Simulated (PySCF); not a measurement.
**Potassium: the same states on changed settings**

Aim: see what changed settings do to total energies and their difference. The change: radial step 1.2 in ln r (0.13 in the sound run), unsound on purpose. A sound run of the same states serves as the yardstick.

The numbers are computed with PySCF 2.14.0 (unrestricted determinants in a Gaussian basis, no spin-orbit coupling in the energies), except any that are marked as measured or tabulated.

### 1 What is computed

```
Element     : potassium (Z = 19)
Basis       : x2c-SVPall (5s3p2d, 24 functions)
Hamiltonian : the spin-free X2C one-electron Hamiltonian (Gaussian nucleus)
State 1     : K: [Ar] 4s1, 2S determinant
State 2     : K+: [Ar], closed-shell 1S
Methods     : TPSS, PBE0
```

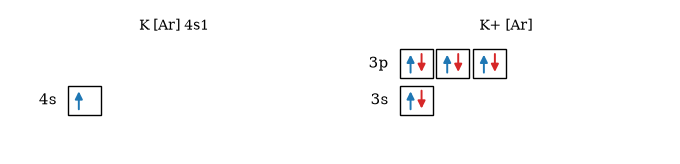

The shells outside the core, filled by Hund's rule for the drawing.

The sound run (x2c-SVPall, the spin-free X2C one-electron Hamiltonian (Gaussian nucleus), symmetry-adapted start, fine grid, valence correlation) gave:

```csv
species,method,energy (hartree)
K,UHF,-601.36126
K,TPSS,-602.14243
K,PBE0,-601.95846
K+,UHF,-601.21443
K+,TPSS,-601.98596
K+,PBE0,-601.79751
```

The runs were made by one driver on top of PySCF. The scripts below sum up each run's settings (the driver also hands on starting orbitals that pick excited configurations, and frozen orbitals as a list rather than a count), and the logs come from the driver's own runs. The driver starts from symmetry-adapted Hartree-Fock orbitals, holds the occupation by maximum overlap and uses a logarithmic radial grid for functionals, so a plain start would take other cycles.

It was started by

```
$ OMP_NUM_THREADS=1 python atomrun2.py TASK.json OUT
```

The integrals over 24 functions and the set-up took 0.02 s of CPU time.

The grid is set inside the driver, so the scripts do not show it: radial step 1.2 in ln r (0.13 in the sound run).

### 2 Changed run, K: the ladder of methods

**TPSS**

Input file input.py:

```python
from pyscf import gto, scf, dft, mp, cc
import basis_set_exchange as bse
mol = gto.M(atom="K 0 0 0", charge=0, spin=1, symmetry="D2h",
            basis=gto.basis.parse(bse.get_basis("x2c-SVPall", elements=["K"], fmt="nwchem", header=False)),
            nucmod="G")
mf = dft.UKS(mol, xc="TPSS").sfx2c1e()
mf.irrep_nelec = {'Ag': (4, 3), 'B1u': (2, 2), 'B2u': (2, 2), 'B3u': (2, 2)}
mf.kernel()
```

Standard output:

```text
damping factor = 0
level_shift factor = 0
DIIS = <class 'pyscf.scf.diis.CDIIS'>
diis_start_cycle = 1
diis_space = 10
diis_damp = 0
SCF conv_tol = 1e-09
SCF conv_tol_grad = None
number electrons alpha = 10  beta = 9
XC functionals = TPSS
    J. Tao, J. P. Perdew, V. N. Staroverov, and G. E. Scuseria.,  Phys. Rev. Lett. 91, 146401 (2003)
    J. P. Perdew, J. Tao, V. N. Staroverov, and G. E. Scuseria.,  J. Chem. Phys. 120, 6898 (2004)
    J. Tao, J. P. Perdew, V. N. Staroverov, and G. E. Scuseria.,  Phys. Rev. Lett. 91, 146401 (2003)
    J. P. Perdew, J. Tao, V. N. Staroverov, and G. E. Scuseria.,  J. Chem. Phys. 120, 6898 (2004)
cycle= 1 E= -601.025205063394  delta_E= -0.00821  |g|= 0.00512  |ddm|= 0.352
cycle= 2 E= -601.025232423987  delta_E= -2.74e-05  |g|= 0.000832  |ddm|= 0.0272
cycle= 3 E= -601.025233223199  delta_E= -7.99e-07  |g|= 6.79e-06  |ddm|= 0.00479
cycle= 4 E= -601.025233223257  delta_E= -5.82e-11  |g|= 1.39e-07  |ddm|= 3.52e-05
converged SCF energy = -601.025233223257  <S^2> = 0.75008903  2S+1 = 2.000089
```

It took 0.04 s on 1 thread of Neoverse-V2, shared host, the integrals not counted.

Orbital energies by shell (radii are means over both spins):

```csv
shell,electrons,mean orbital energy (eV),spread (eV),rms radius (bohr)
1s α,1,-3526.3,0,0.0938
1s β,1,-3526.3,0,0.0938
2s β,1,-352.48,0,0.425
2s α,1,-352.48,0,0.425
2p β,3,-277.41,0,0.394
2p α,3,-277.41,0,0.394
3s α,1,-34.606,0,1.46
3s β,1,-34.604,0,1.46
3p β,3,-21.092,0,1.56
3p α,3,-21.082,0,1.56
4s α,1,-2.669,0,5.70
```

⟨S²⟩ = 0.750, ⟨L²⟩ = 0.00.

**PBE0**

input.py differs from the last one in:

```diff
@@ -5,3 +5,3 @@
             nucmod="G")
-mf = dft.UKS(mol, xc="TPSS").sfx2c1e()
+mf = dft.UKS(mol, xc="PBE0").sfx2c1e()
 mf.irrep_nelec = {'Ag': (4, 3), 'B1u': (2, 2), 'B2u': (2, 2), 'B3u': (2, 2)}
```

Standard output:

```text
damping factor = 0
level_shift factor = 0
DIIS = <class 'pyscf.scf.diis.CDIIS'>
diis_start_cycle = 1
diis_space = 10
diis_damp = 0
SCF conv_tol = 1e-09
SCF conv_tol_grad = None
number electrons alpha = 10  beta = 9
XC functionals = PBE0
    C. Adamo and V. Barone.,  J. Chem. Phys. 110, 6158 (1999)
    M. Ernzerhof and G. E. Scuseria.,  J. Chem. Phys. 110, 5029 (1999)
cycle= 1 E= -601.184672069676  delta_E= -0.0036  |g|= 0.0023  |ddm|= 0.215
cycle= 2 E= -601.184679954626  delta_E= -7.88e-06  |g|= 0.000178  |ddm|= 0.0228
cycle= 3 E= -601.184680009106  delta_E= -5.45e-08  |g|= 8.69e-06  |ddm|= 0.00222
cycle= 4 E= -601.184680009457  delta_E= -3.52e-10  |g|= 1.09e-06  |ddm|= 0.000224
converged SCF energy = -601.184680009457  <S^2> = 0.75012657  2S+1 = 2.0001266
```

It took 0.03 s on 1 thread of Neoverse-V2, shared host, the integrals not counted.

### 3 Changed run, K+

**TPSS**

Input file input.py:

```python
from pyscf import gto, scf, dft, mp, cc
import basis_set_exchange as bse
mol = gto.M(atom="K 0 0 0", charge=1, spin=0, symmetry="D2h",
            basis=gto.basis.parse(bse.get_basis("x2c-SVPall", elements=["K"], fmt="nwchem", header=False)),
            nucmod="G")
mf = dft.UKS(mol, xc="TPSS").sfx2c1e()
mf.irrep_nelec = {'Ag': (3, 3), 'B1u': (2, 2), 'B2u': (2, 2), 'B3u': (2, 2)}
mf.kernel()
```

Standard output:

```text
damping factor = 0
level_shift factor = 0
DIIS = <class 'pyscf.scf.diis.CDIIS'>
diis_start_cycle = 1
diis_space = 10
diis_damp = 0
SCF conv_tol = 1e-09
SCF conv_tol_grad = None
number electrons alpha = 9  beta = 9
XC functionals = TPSS
    J. Tao, J. P. Perdew, V. N. Staroverov, and G. E. Scuseria.,  Phys. Rev. Lett. 91, 146401 (2003)
    J. P. Perdew, J. Tao, V. N. Staroverov, and G. E. Scuseria.,  J. Chem. Phys. 120, 6898 (2004)
    J. Tao, J. P. Perdew, V. N. Staroverov, and G. E. Scuseria.,  Phys. Rev. Lett. 91, 146401 (2003)
    J. P. Perdew, J. Tao, V. N. Staroverov, and G. E. Scuseria.,  J. Chem. Phys. 120, 6898 (2004)
cycle= 1 E= -600.876846008635  delta_E= -0.0104  |g|= 0.00639  |ddm|= 0.329
cycle= 2 E= -600.87687866765  delta_E= -3.27e-05  |g|= 0.000719  |ddm|= 0.0149
cycle= 3 E= -600.876879100339  delta_E= -4.33e-07  |g|= 8.01e-07  |ddm|= 0.00154
cycle= 4 E= -600.87687910034  delta_E= -6.82e-13  |g|= 3.01e-09  |ddm|= 1.77e-06
converged SCF energy = -600.87687910034  <S^2> = -1.7763568e-15  2S+1 = 1
```

Time after the integrals: 0.04 s (1 thread of Neoverse-V2, shared host).

Orbital energies by shell (radii are means over both spins):

```csv
shell,electrons,mean orbital energy (eV),spread (eV),rms radius (bohr)
1s,2,-3532.8,0,0.0938
2s,2,-358.82,0,0.425
2p,6,-283.76,0,0.394
3s,2,-40.674,0,1.44
3p,6,-27.132,0,1.56
```

⟨S²⟩ = 0.000, ⟨L²⟩ = 0.00.

**PBE0**

input.py differs from the last one in:

```diff
@@ -5,3 +5,3 @@
             nucmod="G")
-mf = dft.UKS(mol, xc="TPSS").sfx2c1e()
+mf = dft.UKS(mol, xc="PBE0").sfx2c1e()
 mf.irrep_nelec = {'Ag': (3, 3), 'B1u': (2, 2), 'B2u': (2, 2), 'B3u': (2, 2)}
```

Standard output:

```text
damping factor = 0
level_shift factor = 0
DIIS = <class 'pyscf.scf.diis.CDIIS'>
diis_start_cycle = 1
diis_space = 10
diis_damp = 0
SCF conv_tol = 1e-09
SCF conv_tol_grad = None
number electrons alpha = 9  beta = 9
XC functionals = PBE0
    C. Adamo and V. Barone.,  J. Chem. Phys. 110, 6158 (1999)
    M. Ernzerhof and G. E. Scuseria.,  J. Chem. Phys. 110, 5029 (1999)
cycle= 1 E= -601.029026844519  delta_E= -0.00433  |g|= 0.00253  |ddm|= 0.199
cycle= 2 E= -601.029033114554  delta_E= -6.27e-06  |g|= 0.000125  |ddm|= 0.00479
cycle= 3 E= -601.029033125212  delta_E= -1.07e-08  |g|= 3.54e-06  |ddm|= 0.000316
cycle= 4 E= -601.029033125223  delta_E= -1.11e-11  |g|= 5.57e-09  |ddm|= 6.54e-06
converged SCF energy = -601.029033125223  <S^2> = -7.1054274e-15  2S+1 = 1
```

Time after the integrals: 0.03 s (1 thread of Neoverse-V2, shared host).

### 4 What moved

```csv
species,method,converged,energy less sound run (eV)
K,TPSS,yes,+30.4005
K,PBE0,yes,+21.0555
K+,TPSS,yes,+30.1795
K+,PBE0,yes,+20.9113
```

Ionisation energy of K:

```csv
method,sound run (eV),changed run (eV),shift (eV)
UHF,3.995,3.995,+0.000
TPSS,4.258,4.037,-0.221
PBE0,4.380,4.235,-0.144
```

### 5 Results

| quantity | value |
| --- | --- |
| change | radial step 1.2 in ln r (0.13 in the sound run) |
| runs converged | 4 of 4 |
| largest shift of a converged total energy | 30.4 eV |
| largest shift of the ionisation energy | -0.221 eV (TPSS) |

What this shows: The ionisation energy moves by up to 0.22 eV, at TPSS. A coarse radial grid mis-integrates the density and the exchange-correlation energy, with errors of either sign; Hartree-Fock needs no grid. The setting is unsound on purpose, so these numbers are no properties of the atom.
